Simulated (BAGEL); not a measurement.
# PBE0/6-31G(d) (density fitting with qzvpp-jkfit, spherical functions) run of AlSi2H5O (SMILES [SiH3][Al]1[O][SiH2]1)

Aim: the energy change on altering one bond length of AlSi2H5O at PBE0/6-31G* (density fitting with qzvpp-jkfit, spherical functions), from 2 runs. 

The calculation is run with BAGEL 1.2.2.

### 1 Starting point

AlSi2H5O has 9 atoms, charge 0, and is taken as a singlet. As SMILES, `[SiH3][Al]1[O][SiH2]1`. The coordinates come from a PBE0-D4/def2-TZVP relaxation.

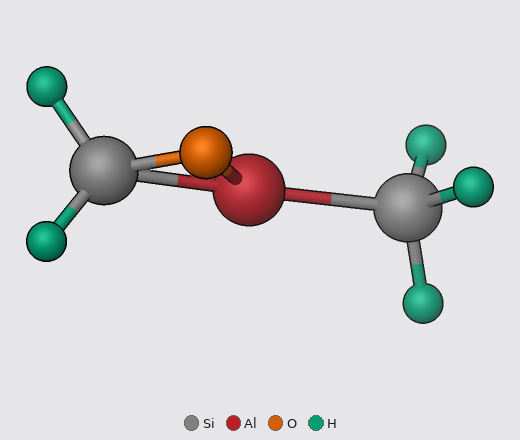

The structure, seen from a chosen angle (silicon grey, aluminium red, oxygen orange, hydrogen teal).

### 2 A single-point energy at PBE0/6-31G(d) (density fitting with qzvpp-jkfit, spherical functions)

Contents of calc.json:

```json
{ "bagel" : [

{
  "title" : "molecule",
  "basis" : "6-31gs.json",
  "df_basis" : "qzvpp-jkfit",
  "angstrom" : true,
  "geometry" : [
    { "atom" : "Si", "xyz" : [      -0.652900,       1.717100,      -1.334700 ] },
    { "atom" : "Al", "xyz" : [      -0.124900,      -0.148900,       0.162800 ] },
    { "atom" : "O", "xyz" : [       1.392700,      -0.965300,       0.434300 ] },
    { "atom" : "Si", "xyz" : [       0.478600,      -1.877700,       1.520900 ] },
    { "atom" : "H", "xyz" : [      -1.763800,       1.326700,      -2.244900 ] },
    { "atom" : "H", "xyz" : [      -1.100100,       2.886400,      -0.529300 ] },
    { "atom" : "H", "xyz" : [       0.526500,       2.112800,      -2.150200 ] },
    { "atom" : "H", "xyz" : [       0.403300,      -3.327600,       1.187000 ] },
    { "atom" : "H", "xyz" : [       0.929000,      -1.770000,       2.936900 ] }
  ]
},

{ "title" : "ks", "xc_func" : "pbe0" },

{ "title" : "print", "file" : "orbitals.molden", "orbitals" : true }

]}
```

The basis set 6-31G* is read from a file made from the Basis Set Exchange's data (not shown).

On the command line:

```sh
$ BAGEL_NUM_THREADS=1 BAGEL calc.json > calc.out
```

The log of the run:

```text
* using 1 threads per process

  ===============================================================
  ===============================================================

  *** Geometry ***

  { "atom" : "Si", "xyz" : [     -1.233802,      3.244849,     -2.522217 ] },
  { "atom" : "Al", "xyz" : [     -0.236027,     -0.281380,      0.307647 ] },
  { "atom" : "O", "xyz" : [      2.631822,     -1.824153,      0.820708 ] },
  { "atom" : "Si", "xyz" : [      0.904423,     -3.548339,      2.874084 ] },
  { "atom" : "H", "xyz" : [     -3.333099,      2.507100,     -4.242246 ] },
  { "atom" : "H", "xyz" : [     -2.078888,      5.454505,     -1.000232 ] },
  { "atom" : "H", "xyz" : [      0.994941,      3.992613,     -4.063289 ] },
  { "atom" : "H", "xyz" : [      0.762127,     -6.288253,      2.243105 ] },
  { "atom" : "H", "xyz" : [      1.755556,     -3.344815,      5.549937 ] },

  Number of auxiliary basis functions:      551

  Since a DF basis is specified, we compute 2- and 3-index integrals:
    o Being stored without compression. Storage requirement is 0.027 GB

  Number of basis functions:       78
  Number of electrons      :       54

    * METHOD: MOLECULE                             0.28

  *** Kohn-Sham DFT ***

    * Removing 15397 points whose weight is below 1.00e-10
    * Grid points: 118757

  === Nuclear Repulsion ===
   235.0134388000

       - DIIS with orbital gradients will be used.

  === KS iteration (pbe0 / 6-31gs.json) ===
      0       -868.42299672          0.12046679           0.40
      1       -850.93810834          0.10058371           0.35
      2       -716.80952992          0.21828587           0.35
      3       -874.46953533          0.10670790           0.34
      4       -888.94439308          0.07363893           0.34
      5       -898.79358283          0.02366170           0.35
      6       -898.99962124          0.01687863           0.35
      7       -899.14898020          0.00478039           0.35
      8       -899.16256717          0.00141706           0.35
      9       -899.16397016          0.00019456           0.35
     10       -899.16400059          0.00008024           0.35
     11       -899.16400440          0.00003303           0.34
     12       -899.16400498          0.00000766           0.36
     13       -899.16400502          0.00000192           0.35
     14       -899.16400502          0.00000033           0.35
     15       -899.16400502          0.00000025           0.35
     16       -899.16400502          0.00000005           0.35
     17       -899.16400502          0.00000002           0.35
     18       -899.16400502          0.00000001           0.35
    * SCF iteration converged.

    * Permanent dipole moment:
           (    0.627347,    -0.389338,     0.160171) a.u.

    * METHOD: KS                                   7.21

    * METHOD: PRINT                                0.01

  ===============================================================
```

It took 7.8 s on 1 thread of Arm Neoverse V2, shared host; peak memory 0.47 GiB.

### 3 The distorted shape at the same level

Contents of dft.json:

```json
{ "bagel" : [

{
  "title" : "molecule",
  "basis" : "6-31gs.json",
  "df_basis" : "qzvpp-jkfit",
  "angstrom" : true,
  "geometry" : [
    { "atom" : "Si", "xyz" : [      -0.562538,       3.457018,      -0.934011 ] },
    { "atom" : "Al", "xyz" : [      -0.034538,       1.591018,       0.563489 ] },
    { "atom" : "O", "xyz" : [       1.483062,       0.774618,       0.834989 ] },
    { "atom" : "Si", "xyz" : [       0.568962,      -0.137782,       1.921589 ] },
    { "atom" : "H", "xyz" : [      -1.673438,       3.066618,      -1.844211 ] },
    { "atom" : "H", "xyz" : [      -1.009738,       4.626318,      -0.128611 ] },
    { "atom" : "H", "xyz" : [       0.616862,       3.852718,      -1.749511 ] },
    { "atom" : "H", "xyz" : [       0.403300,      -3.327600,       1.187000 ] },
    { "atom" : "H", "xyz" : [       1.019362,      -0.030082,       3.337589 ] }
  ]
},

{
  "title" : "ks",
  "xc_func" : "pbe0"
},

{
  "title" : "print",
  "file" : "orbitals.molden",
  "orbitals" : true
}

]}
```

The basis set 6-31G* is read from a file made from the Basis Set Exchange's data (not shown).

On the command line:

```sh
$ BAGEL_NUM_THREADS=1 BAGEL dft.json > dft.out
```

The log of the run:

```text
* using 1 threads per process

  ===============================================================
  ===============================================================

  *** Geometry ***

  { "atom" : "Si", "xyz" : [     -1.063043,      6.532817,     -1.765025 ] },
  { "atom" : "Al", "xyz" : [     -0.065267,      3.006588,      1.064840 ] },
  { "atom" : "O", "xyz" : [      2.802581,      1.463816,      1.577901 ] },
  { "atom" : "Si", "xyz" : [      1.075182,     -0.260370,      3.631277 ] },
  { "atom" : "H", "xyz" : [     -3.162340,      5.795068,     -3.485054 ] },
  { "atom" : "H", "xyz" : [     -1.908128,      8.742474,     -0.243040 ] },
  { "atom" : "H", "xyz" : [      1.165700,      7.280582,     -3.306097 ] },
  { "atom" : "H", "xyz" : [      0.762127,     -6.288253,      2.243105 ] },
  { "atom" : "H", "xyz" : [      1.926315,     -0.056847,      6.307129 ] },

  Number of auxiliary basis functions:      551

  Since a DF basis is specified, we compute 2- and 3-index integrals:
    o Being stored without compression. Storage requirement is 0.027 GB

  Number of basis functions:       78
  Number of electrons      :       54

    * METHOD: MOLECULE                             0.27

  *** Kohn-Sham DFT ***

    * Removing 14464 points whose weight is below 1.00e-10
    * Grid points: 119690

  === Nuclear Repulsion ===
   230.6671584518

       - DIIS with orbital gradients will be used.

  === KS iteration (pbe0 / 6-31gs.json) ===
      0       -868.30071621          0.11962033           0.37
      1       -849.57408645          0.09940703           0.35
      2       -715.53397217          0.20640383           0.35
      3       -873.59208331          0.10886378           0.35
      4       -886.77857704          0.08051221           0.35
      5       -893.86665982          0.06649095           0.34
      6       -897.87906691          0.03269263           0.35
      7       -890.75418756          0.09734097           0.34
      8       -898.64391607          0.01706360           0.34
      9       -898.70120640          0.01147418           0.34
     10       -898.88750296          0.00786080           0.35
     11       -899.00429736          0.00225911           0.34
     12       -899.00287813          0.00217504           0.35
     13       -898.99955458          0.00272385           0.35
     14       -899.00035821          0.00259541           0.34
     15       -899.00580343          0.00139757           0.35
     16       -899.00799167          0.00012244           0.35
     17       -899.00800022          0.00009829           0.34
     18       -899.00800552          0.00002234           0.33
     19       -899.00800591          0.00000431           0.34
     20       -899.00800593          0.00000138           0.34
     21       -899.00800593          0.00000120           0.35
     22       -899.00800594          0.00000061           0.35
     23       -899.00800594          0.00000009           0.34
     24       -899.00800594          0.00000009           0.35
     25       -899.00800594          0.00000002           0.34
     26       -899.00800594          0.00000000           0.34
    * SCF iteration converged.

    * Permanent dipole moment:
           (    0.638513,    -1.841666,     0.172909) a.u.

    * METHOD: KS                                   9.86

    * METHOD: PRINT                                0.01

  ===============================================================
```

Wall time 11 s (1 thread of Arm Neoverse V2, shared host); peak memory 0.47 GiB.

### 4 Results

At PBE0/6-31G* (density fitting with qzvpp-jkfit, spherical functions):

| quantity | value |
| --- | --- |
| first shape: total energy | -899.16401 Eh |
| first shape: dipole moment | 1.92 D |
| first shape: HOMO energy | -6.08 eV |
| first shape: LUMO energy | -1.63 eV |
| first shape: HOMO–LUMO gap | 4.45 eV |
| distorted shape: total energy | -899.00801 Eh |
| distorted shape: dipole moment | 4.97 D |
| distorted shape: HOMO energy | -5.64 eV |
| distorted shape: LUMO energy | -3.24 eV |
| distorted shape: HOMO–LUMO gap | 2.40 eV |
| energy change with the Si4–H8 bond stretched from 1.490 to 3.277 Å | 4.245 eV |

What this shows: With the Si4–H8 bond stretched from 1.490 to 3.277 Å the energy rises by 4.24 eV (98 kcal/mol). The first shape isn't relaxed at this level, so the change isn't measured from a minimum. A restricted reference can't describe the breaking bond well at this length.
